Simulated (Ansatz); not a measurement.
# AsH+ (doublet): correlated methods under varied settings at distance As1–H2 = 1.658 Å

What do other methods and options give for AsH+ (doublet) at this geometry, and how long do they take?

Program: Ansatz 0.2.0, Gaussian basis. Level of theory: the settings change from run to run. These are calculated values, not measurements.

16 further runs of the same task are left out: 13 that didn't finish, 3 set aside as unsound or not needed.

## 1. The system

The geometry derives from a PBE0/def2-TZVP stationary point (not a proven minimum). One bond is set to the value named and the two fragments are kept rigid. No spin-orbit coupling is included. The filled d shell of As may be among the frozen orbitals whatever the setting's name suggests; the logs give the count.

2 atoms, charge 1, spin multiplicity 2.

Atoms are counted from 1 here; the program's logs count them from 0.

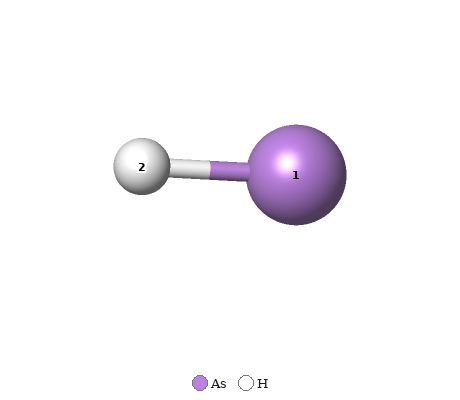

The structure; arsenic purple, hydrogen white; atoms are numbered from 1 in the order of the file.

## 2. CCSD(T) on ROHF/def2-SVPD

The input, in.yaml:

```yaml
crystal:
  periodic: [false, false, false]
  atoms:
    - {symbol: As, position_ang: [0.000000, 0.000000, 0.000000]}
    - {symbol: H, position_ang: [0.000000, 0.000000, 1.658000]}
basis:
  gaussian: {orbitals: def2-SVPD, fitting: {mean_field: def2-universal-jkfit}}
total_charge: 1
magnetization: {spin_polarized: false, initial_magnetization: 1}
correlation: {method: ccsd_t, electrons: valence}
```

On the command line:

```
> ansatz run in.yaml --threads 1 --pin off --events-out ev --progress --plain --max-ram 2393MiB
```

What it wrote:

```text
Functional definition: HF
  name "HF"
  cite "Fock, Z. Phys. 61, 126 (1930) doi:10.1007/BF01340294"
  parent pbe
  exchange = exact_x
  correlation = 0
284 factors; integrals over basis functions are off by at most 4.9e-1 eV
mean field evaluation 1: about -60793.7614 eV, gradient 7.5e0 eV
mean field evaluation 2: about -60793.9384 eV, gradient 2.3e0 eV
mean field evaluation 4: about -60793.9493 eV, gradient 1.5e-1 eV
mean field evaluation 8: about -60793.9387 eV, gradient 2.3e0 eV
mean field evaluation 16: about -60793.9494 eV, gradient 2.4e-6 eV
mean field -60793.94936451 eV, -2234.1364315267 hartree, gradient 2.4e-6 eV, S^2 0.750000; 2 other end points of the search recorded, 0 dependent functions left out
mean field evaluation 32: about -60794.0646 eV, gradient 2.0e-1 eV
9 core orbitals not correlated: weight in the atoms' cores, before any rotation towards them, 1.000 or more for the frozen orbitals, at most 0.000 for the correlated occupied ones
reference -60793.94936451 eV, -2234.1364315267 hartree; 8, 7 occupied and 29, 30 virtual orbitals, 284 factors
second order -5.18654655 eV of doubles, -0.07138787 eV of singles
cycle   1  -5.37715674 eV  change   -1.2e-1 eV  update   6.2e-2
cycle   2  -5.62602870 eV  change   -2.5e-1 eV  update   2.4e-2
cycle   3  -5.64444424 eV  change   -1.8e-2 eV  update   9.4e-3
cycle   4  -5.64796845 eV  change   -3.5e-3 eV  update   2.9e-3
cycle   5  -5.64896351 eV  change   -1.0e-3 eV  update   9.7e-4
cycle   6  -5.64847405 eV  change    4.9e-4 eV  update   4.0e-4
cycle   7  -5.64859704 eV  change   -1.2e-4 eV  update   1.6e-4
cycle   8  -5.64866067 eV  change   -6.4e-5 eV  update   5.6e-5
cycle   9  -5.64863863 eV  change    2.2e-5 eV  update   2.1e-5
cycle  10  -5.64864405 eV  change   -5.4e-6 eV  update   8.0e-6
perturbative correction -0.12704495 eV, -0.0046688157 hartree
Total energy: -60799.72505351 eV, -2234.3486841825 hartree
```

Wall time 0.99 s (1 thread of Arm Neoverse V2, shared host).

From the report: correlation -5.7757 eV; T1 0.013; largest double amplitude 0.08.

## 3. CISDT/cc-pVDZ

The input, in.yaml:

```yaml
crystal:
  periodic: [false, false, false]
  atoms:
    - {symbol: As, position_ang: [0.000000, 0.000000, 0.000000]}
    - {symbol: H, position_ang: [0.000000, 0.000000, 1.658000]}
basis:
  gaussian: {orbitals: cc-pVDZ}
total_charge: 1
magnetization: {spin_polarized: false, initial_magnetization: 1}
correlation: {active_space: {ras: {orbitals: [2, 1, 15], electrons: 5, max_holes: 3, max_particles: 3}, fixed_orbitals: true}}
accuracy: high
```

Launched as before.

What it wrote:

```text
Functional definition: HF
  name "HF"
  cite "Fock, Z. Phys. 61, 126 (1930) doi:10.1007/BF01340294"
  parent pbe
  exchange = exact_x
  correlation = 0
575 factors; integrals over basis functions are off by at most 4.5e-9 eV
mean field evaluation 1: about -60800.5495 eV, gradient 5.6e0 eV
mean field evaluation 2: about -60800.5546 eV, gradient 5.6e0 eV
mean field evaluation 4: about -60800.7123 eV, gradient 2.3e-1 eV
mean field evaluation 8: about -60800.7124 eV, gradient 6.9e-9 eV
mean field evaluation 16: about -60800.7124 eV, gradient 8.6e-5 eV
mean field -60800.71237853 eV, -2234.3849677079 hartree, gradient 1.5e-8 eV, S^2 0.750000; 2 other end points of the search recorded, 0 dependent functions left out
reference -60800.71237853 eV, -2234.3849677079 hartree; 17, 16 occupied and 15, 16 virtual orbitals, 575 factors
state -60803.22977738 eV, -2234.4774804093 hartree
Total energy: -60803.22977738 eV, -2234.4774804093 hartree
```

Run time: 0.87 s. Hardware: 1 thread of Arm Neoverse V2, shared host.

From the report: 5,674 determinants.

## 4. CASSCF(3,3)/STO-3G

The input, in.yaml:

```yaml
crystal:
  periodic: [false, false, false]
  atoms:
    - {symbol: As, position_ang: [0.000000, 0.000000, 0.000000]}
    - {symbol: H, position_ang: [0.000000, 0.000000, 1.658000]}
basis:
  gaussian: {orbitals: STO-3G}
total_charge: 1
magnetization: {spin_polarized: false, initial_magnetization: 1}
correlation: {active_space: {window: {electrons: 3, orbitals: 3}, states: [{multiplicity: 2, weights: [0.5, 1, 1]}, {multiplicity: 4, weights: [1]}]}}
accuracy: high
```

Launched as before.

What it wrote (excerpt; [...] marks lines left out):

```text
Functional definition: HF
  name "HF"
  cite "Fock, Z. Phys. 61, 126 (1930) doi:10.1007/BF01340294"
  parent pbe
[...]
209 factors; integrals over basis functions are off by at most 8.4e-9 eV
[...]
mean field -60125.20110068 eV, -2209.5603861251 hartree, gradient 1.9e-8 eV, S^2 0.750000; 2 other end points of the search recorded, 0 dependent functions left out
reference -60125.20110068 eV, -2209.5603861251 hartree; 17, 16 occupied and 2, 3 virtual orbitals, 209 factors
state -60125.34359124 eV, -2209.5656225564 hartree
state -60125.34359124 eV, -2209.5656225564 hartree
state -60121.70798014 eV, -2209.4320163128 hartree
state -60124.44502909 eV, -2209.5326010066 hartree
an earlier search ended where averaged states of different weights were degenerate, so these states were given the mean of their weights and the orbitals were optimised with it
Total energy: -60124.04811317 eV, -2209.5180146155 hartree
```

Run time: 0.18 s. Hardware: 1 thread of Arm Neoverse V2, shared host.

From the report: 9 determinants; active occupations (of the averaged states) 1.42, 0.79, 0.79.

## 5. MP2 on ROHF/cc-pVTZ

The input, in.yaml:

```yaml
crystal:
  periodic: [false, false, false]
  atoms:
    - {symbol: As, position_ang: [0.000000, 0.000000, 0.000000]}
    - {symbol: H, position_ang: [0.000000, 0.000000, 1.658000]}
basis:
  gaussian: {orbitals: cc-pVTZ}
total_charge: 1
magnetization: {spin_polarized: false, initial_magnetization: 1}
correlation: {method: mp2, electrons: outside_noble_gas}
accuracy: high
output: {forces: true}
```

Same command.

What it wrote (excerpt; [...] marks lines left out):

```text
Functional definition: HF
  name "HF"
  cite "Fock, Z. Phys. 61, 126 (1930) doi:10.1007/BF01340294"
  parent pbe
[...]
714 factors; integrals over basis functions are off by at most 4.1e-9 eV
[...]
mean field -60802.68250473 eV, -2234.4573685102 hartree, gradient 3.0e-8 eV, S^2 0.750000; 2 other end points of the search recorded, 0 dependent functions left out
[...]
14 core orbitals not correlated: weight in the atoms' cores, before any rotation towards them, 1.000 or more for the frozen orbitals, at most 0.000 for the correlated occupied ones
reference -60802.68250473 eV, -2234.4573685102 hartree; 3, 2 occupied and 40, 41 virtual orbitals, 714 factors
second order -2.28586211 eV of doubles, -0.07310491 eV of singles
[...]
Total energy: -60805.04147175 eV, -2234.5440589493 hartree
Atom 0 at     0.000000     0.000000     0.000000 Å, force    -0.000000     0.000000     1.908477 eV/Å
Atom 1 at     0.000000     0.000000     1.658000 Å, force     0.000000    -0.000000    -1.908477 eV/Å
Dipole moment:    -0.000000    -0.000000     0.142328 e Å
```

It took 2 s on 1 thread of Arm Neoverse V2, shared host.

## 6. CCSD(T)/cc-pVDZ

The input, in.yaml:

```yaml
crystal:
  periodic: [false, false, false]
  atoms:
    - {symbol: As, position_ang: [0.000000, 0.000000, 0.000000]}
    - {symbol: H, position_ang: [0.000000, 0.000000, 1.658000]}
basis:
  gaussian: {orbitals: cc-pVDZ}
total_charge: 1
magnetization: {spin_polarized: false, initial_magnetization: 1}
hamiltonian: {xc: {name: B3LYP}}
correlation: {method: ccsd_t, electrons: outside_noble_gas, diis_vectors: 1}
output: {forces: true}
```

Launched as before.

What it wrote (excerpt; [...] marks lines left out):

```text
Functional definition: B3LYP
  name "B3LYP"
  cite "Stephens, Devlin, Chabalowski & Frisch, J. Phys. Chem. 98, 11623 (1994) doi:10.1021/j100096a001"
  cite "Becke, Phys. Rev. A 38, 3098 (1988) doi:10.1103/PhysRevA.38.3098"
  cite "Lee, Yang & Parr, Phys. Rev. B 37, 785 (1988) doi:10.1103/PhysRevB.37.785"
  cite "Vosko, Wilk & Nusair, Can. J. Phys. 58, 1200 (1980) doi:10.1139/p80-159"
[...]
373 factors; integrals over basis functions are off by at most 1.4e-3 eV
[...]
mean field -60846.67944493 eV, -2236.0742262405 hartree, gradient 2.6e-6 eV, S^2 0.750000; 2 other end points of the search recorded, 0 dependent functions left out
[...]
14 core orbitals not correlated: weight in the atoms' cores, before any rotation towards them, 1.000 or more for the frozen orbitals, at most 0.000 for the correlated occupied ones
reference -60800.46847278 eV, -2234.3760043368 hartree; 3, 2 occupied and 15, 16 virtual orbitals, 373 factors
second order -1.88542322 eV of doubles, -0.15295307 eV of singles
cycle   1  -2.43775419 eV  change   -4.0e-1 eV  update   5.2e-2
[...]
cycle  15  -2.61641809 eV  change    1.4e-7 eV  update   1.8e-6
perturbative correction -0.04609507 eV, -0.0016939627 hartree
[...]
Total energy: -60803.13098593 eV, -2234.4738498907 hartree
Atom 0 at     0.000000     0.000000     0.000000 Å, force    -0.000000     0.000000     1.614253 eV/Å
Atom 1 at     0.000000     0.000000     1.658000 Å, force     0.000000    -0.000000    -1.614253 eV/Å
Dipole moment:     0.000000    -0.000000     0.138437 e Å
```

Wall time 1.8 s (1 thread of Arm Neoverse V2, shared host).

From the report: correlation -2.6625 eV; T1 0.021; largest double amplitude 0.11. The orbitals are Kohn-Sham ones, so correlation energy and T1 don't compare with those on Hartree-Fock orbitals.

## 7. CCSD(T) on UHF/cc-pVTZ-DK

The input, in.yaml:

```yaml
crystal:
  periodic: [false, false, false]
  atoms:
    - {symbol: As, position_ang: [0.000000, 0.000000, 0.000000]}
    - {symbol: H, position_ang: [0.000000, 0.000000, 1.658000]}
basis:
  gaussian: {orbitals: cc-pVTZ-DK, point_charges: [{charge: -1.00, position_ang: [3.372, 0.902, -0.962]}]}
total_charge: 1
magnetization: {spin_polarized: true, initial_magnetization: 1}
hamiltonian: {pseudopotentials: {relativity: none}}
correlation: {method: ccsd_t, electrons: outside_noble_gas}
output: {forces: true}
```

Launched as before.

What it wrote (excerpt; [...] marks lines left out):

```text
Functional definition: HF
  name "HF"
  cite "Fock, Z. Phys. 61, 126 (1930) doi:10.1007/BF01340294"
  parent pbe
[...]
358 factors; integrals over basis functions are off by at most 9.7e-4 eV
[...]
mean field -60383.09357116 eV, -2219.0377596092 hartree, gradient 2.9e-6 eV, S^2 0.765729; 12 other end points of the search recorded, 0 dependent functions left out
determinant -60383.09357116 eV, -2219.0377596092 hartree, with singles and doubles -60385.98864103 eV, -2219.1441514648 hartree
determinant -60382.80394411 eV, -2219.0271160114 hartree, with singles and doubles -60385.72476298 eV, -2219.1344541253 hartree
determinant -60381.02042506 eV, -2218.9615728952 hartree, with singles and doubles -60383.30343300 eV, -2219.0454718896 hartree
determinant -60380.84573557 eV, -2218.9551531751 hartree, with singles and doubles -60383.24305222 eV, -2219.0432529370 hartree
[...]
14 core orbitals not correlated: weight in the atoms' cores, before any rotation towards them, 1.000 or more for the frozen orbitals, at most 0.000 for the correlated occupied ones
reference -60383.09357116 eV, -2219.0377596092 hartree; 3, 2 occupied and 40, 41 virtual orbitals, 358 factors
second order -2.21158732 eV of doubles, -0.00000000 eV of singles
cycle   1  -2.83840520 eV  change    1.3e-7 eV  update   2.5e-6
[...]
cycle  12  -2.83840546 eV  change    3.2e-8 eV  update   1.3e-7
perturbative correction -0.07257213 eV, -0.0026669764 hartree
[...]
WARN: the results are in doubt because the basis set is contracted for relativity, which is off
Total energy: -60386.00454875 eV, -2219.1447360625 hartree
Atom 0 at     0.000000     0.000000     0.000000 Å, force     1.070409     0.286331     2.262009 eV/Å
Atom 1 at     0.000000     0.000000     1.658000 Å, force     0.140753     0.037651    -2.676750 eV/Å
Dipole moment:     0.158025     0.042271     0.065005 e Å
In doubt: the basis set is contracted for relativity, which is off
```

It took 4.1 s on 1 thread of Arm Neoverse V2, shared host.

From the report: ⟨S²⟩ of the determinant 0.766 (pure doublet: 0.75); correlation -2.9110 eV; T1 0.016; largest double amplitude 0.09. Mind the lines of doubt at the end of the log.

## 8. MRCISD+Q(relaxed)(9,5)/6-31G

The input, in.yaml:

```yaml
crystal:
  periodic: [false, false, false]
  atoms:
    - {symbol: As, position_ang: [0.000000, 0.000000, 0.000000]}
    - {symbol: H, position_ang: [0.000000, 0.000000, 1.658000]}
basis:
  gaussian: {orbitals: 6-31G}
total_charge: 1
magnetization: {spin_polarized: false, initial_magnetization: 1}
correlation: {method: fic_mrcisd_q_relaxed, electrons: all, active_space: {window: {electrons: 9, orbitals: 5}}}
accuracy: high
```

Same command.

What it wrote (excerpt; [...] marks lines left out):

```text
Functional definition: HF
  name "HF"
  cite "Fock, Z. Phys. 61, 126 (1930) doi:10.1007/BF01340294"
  parent pbe
[...]
441 factors; integrals over basis functions are off by at most 3.9e-9 eV
[...]
mean field -60792.03096977 eV, -2234.0659318205 hartree, gradient 1.1e-8 eV, S^2 0.750000; 2 other end points of the search recorded, 0 dependent functions left out
reference -60792.03096977 eV, -2234.0659318205 hartree; 17, 16 occupied and 14, 15 virtual orbitals, 441 factors
state -60792.03096977 eV, -2234.0659318205 hartree
contracted CI cycle   1: correlation 0.00000000 eV, 0.0000000000 hartree, residual 5.82e1 eV
contracted CI cycle   2: correlation -5.78108649 eV, -0.2124510101 hartree, residual 5.90e0 eV
contracted CI cycle   3: correlation -6.02087405 eV, -0.2212630403 hartree, residual 2.91e0 eV
contracted CI cycle   4: correlation -6.04829265 eV, -0.2222706551 hartree, residual 5.62e-1 eV
contracted CI cycle   5: correlation -6.05030707 eV, -0.2223446837 hartree, residual 2.07e-1 eV
contracted CI cycle   6: correlation -6.05041521 eV, -0.2223486579 hartree, residual 6.51e-2 eV
contracted CI cycle   7: correlation -6.05042483 eV, -0.2223490114 hartree, residual 1.50e-2 eV
contracted CI cycle   8: correlation -6.05042632 eV, -0.2223490662 hartree, residual 8.81e-3 eV
contracted CI cycle   9: correlation -6.05042650 eV, -0.2223490727 hartree, residual 2.43e-3 eV
contracted CI cycle  10: correlation -6.05042651 eV, -0.2223490730 hartree, residual 3.95e-4 eV
contracted CI cycle  11: correlation -6.05042651 eV, -0.2223490731 hartree, residual 1.37e-4 eV
contracted CI cycle  12: correlation -6.05042651 eV, -0.2223490731 hartree, residual 2.56e-5 eV
contracted CI cycle  13: correlation -6.05042651 eV, -0.2223490731 hartree, residual 8.23e-6 eV
state -60792.03096977 eV, -2234.0659318205 hartree; corrected -60798.36373282 eV, -2234.2986565702 hartree
WARN: 4 active orbitals are nearly empty or full. The corrections depend on them more than the energy does, and are more stable in an active space without them
Total energy: -60798.36373282 eV, -2234.2986565702 hartree
```

Run time: 1.3 s. Hardware: 1 thread of Arm Neoverse V2, shared host.

From the report: 2 determinants; active occupations 2.00, 2.00, 2.00, 2.00, 1.00. The report marks this result as in doubt.

## 9. BCCD on ROHF/cc-pVTZ

The input, in.yaml:

```yaml
crystal:
  periodic: [false, false, false]
  atoms:
    - {symbol: As, position_ang: [0.000000, 0.000000, 0.000000]}
    - {symbol: H, position_ang: [0.000000, 0.000000, 1.658000]}
basis:
  gaussian: {orbitals: cc-pVTZ}
total_charge: 1
magnetization: {spin_polarized: false, initial_magnetization: 1}
correlation: {method: bccd, electrons: outside_noble_gas}
output: {forces: true}
```

The command is unchanged.

What it wrote (excerpt; [...] marks lines left out):

```text
Functional definition: HF
  name "HF"
  cite "Fock, Z. Phys. 61, 126 (1930) doi:10.1007/BF01340294"
  parent pbe
[...]
361 factors; integrals over basis functions are off by at most 9.7e-4 eV
[...]
mean field -60802.68250085 eV, -2234.4573683677 hartree, gradient 2.8e-6 eV, S^2 0.750000; 3 other end points of the search recorded, 0 dependent functions left out
[...]
14 core orbitals not correlated: weight in the atoms' cores, before any rotation towards them, 1.000 or more for the frozen orbitals, at most 0.000 for the correlated occupied ones
reference -60802.68250085 eV, -2234.4573683677 hartree; 3, 2 occupied and 40, 41 virtual orbitals, 361 factors
second order -2.28584976 eV of doubles, -0.07310464 eV of singles
cycle   1  -2.78320130 eV  change   -4.2e-1 eV  update   5.4e-2
[...]
cycle  12  -2.96621261 eV  change    3.3e-7 eV  update   7.4e-7
[...]
Total energy: -60805.64871346 eV, -2234.5663746705 hartree
Atom 0 at     0.000000     0.000000     0.000000 Å, force     0.000000    -0.000000     1.693981 eV/Å
Atom 1 at     0.000000     0.000000     1.658000 Å, force     0.000000    -0.000000    -1.693981 eV/Å
Dipole moment:    -0.000000    -0.000000     0.138496 e Å
```

Run time: 2.4 s. Hardware: 1 thread of Arm Neoverse V2, shared host.

From the report: correlation -2.9662 eV; largest double amplitude 0.09.

## 10. CCSD(T) on ROHF/cc-pVTZ

The input, in.yaml:

```yaml
crystal:
  periodic: [false, false, false]
  atoms:
    - {symbol: As, position_ang: [0.000000, 0.000000, 0.000000]}
    - {symbol: H, position_ang: [0.000000, 0.000000, 1.658000]}
basis:
  gaussian: {orbitals: cc-pVTZ, point_charges: [{charge: 1.00, position_ang: [3.331, -0.712, -0.245]}]}
total_charge: 1
magnetization: {spin_polarized: false, initial_magnetization: 1}
correlation: {method: ccsd_t, electrons: valence}
output: {forces: true}
```

Launched as before.

What it wrote (excerpt; [...] marks lines left out):

```text
Functional definition: HF
  name "HF"
  cite "Fock, Z. Phys. 61, 126 (1930) doi:10.1007/BF01340294"
  parent pbe
[...]
361 factors; integrals over basis functions are off by at most 9.7e-4 eV
[...]
mean field -60798.82126777 eV, -2234.3154706692 hartree, gradient 3.0e-6 eV, S^2 0.750000; 6 other end points of the search recorded, 0 dependent functions left out
[...]
determinant -60798.82126777 eV, -2234.3154706692 hartree, with singles and doubles -60803.49786448 eV, -2234.4873324287 hartree
determinant -60798.40580086 eV, -2234.3002025420 hartree, with singles and doubles -60803.11614217 eV, -2234.4733043922 hartree
determinant -60795.67217875 eV, -2234.1997437825 hartree, with singles and doubles -60800.36670592 eV, -2234.3722644740 hartree
determinant -60798.82126777 eV, -2234.3154706692 hartree, with singles and doubles -60803.46844681 eV, -2234.4862513492 hartree
determinant -60798.40580086 eV, -2234.3002025420 hartree, with singles and doubles -60803.08549528 eV, -2234.4721781399 hartree
[...]
9 core orbitals not correlated: weight in the atoms' cores, before any rotation towards them, 1.000 or more for the frozen orbitals, at most 0.000 for the correlated occupied ones
reference -60798.82126777 eV, -2234.3154706692 hartree; 8, 7 occupied and 40, 41 virtual orbitals, 361 factors
second order -4.04412035 eV of doubles, -0.07558725 eV of singles
cycle   1  -4.64717942 eV  change   -3.7e-7 eV  update   3.2e-6
[...]
cycle   5  -4.64717998 eV  change    9.5e-9 eV  update   1.6e-7
perturbative correction -0.15814988 eV, -0.0058119009 hartree
[...]
Total energy: -60803.62659762 eV, -2234.4920632843 hartree
Atom 0 at     0.000000     0.000000     0.000000 Å, force    -0.747958     0.159875     1.865003 eV/Å
Atom 1 at     0.000000     0.000000     1.658000 Å, force    -0.112539     0.024056    -1.745696 eV/Å
Dipole moment:    -0.218350     0.046672     0.195034 e Å
```

Wall time 11 s (1 thread of Arm Neoverse V2, shared host).

From the report: correlation -4.8053 eV; T1 0.013; largest double amplitude 0.09.

## 11. All runs side by side

Where basis and cores are those of an earlier FCI/cc-pVTZ run (-60805.7435 eV), and the state is the same kind, the miss against it is given. † marks a result that the program doubts.

| level | correlated | functions | energy (eV) | from FCI (meV) | time |
| --- | --- | --- | --- | --- | --- |
| CCSD(T) on ROHF/def2-SVPD | valence | 46 | -60799.7251 |  | 0.99 s |
| CISDT/cc-pVDZ | outside noble gas | 32 | -60803.2298 |  | 0.87 s |
| CASSCF(3,3)/STO-3G (mean of several states) |  | 19 | -60124.0481 |  | 0.18 s |
| MP2 on ROHF/cc-pVTZ | outside noble gas | 57 | -60805.0415 | 702.0 | 2 s |
| CCSD(T)/cc-pVDZ (on B3LYP orbitals) | outside noble gas | 32 | -60803.1310 |  | 1.8 s |
| CCSD(T) on UHF/cc-pVTZ-DK (beside a point charge) † | outside noble gas | 57 | -60386.0045 |  | 4.1 s |
| MRCISD+Q(relaxed)(9,5)/6-31G † | all | 31 | -60798.3637 |  | 1.3 s |
| BCCD on ROHF/cc-pVTZ | outside noble gas | 57 | -60805.6487 | 94.8 | 2.4 s |
| CCSD(T) on ROHF/cc-pVTZ (beside a point charge) | valence | 57 | -60803.6266 |  | 11 s |

## 12. Summary of results

| quantity | value |
| --- | --- |
| runs | 9 |
| quickest | CASSCF(3,3)/STO-3G (mean of several states), 0.18 s |
| slowest | CCSD(T) on ROHF/cc-pVTZ (beside a point charge), 11 s |

What this shows: Total energies in different bases, with other cores or another treatment of relativity can't be set against each other. CCSD(T) on ROHF/cc-pVTZ (beside a point charge) took 58 times as long as CASSCF(3,3)/STO-3G (mean of several states); the jobs differ in more than the method. Among the correlated runs with a miss given, it spans +95 to +702 meV.
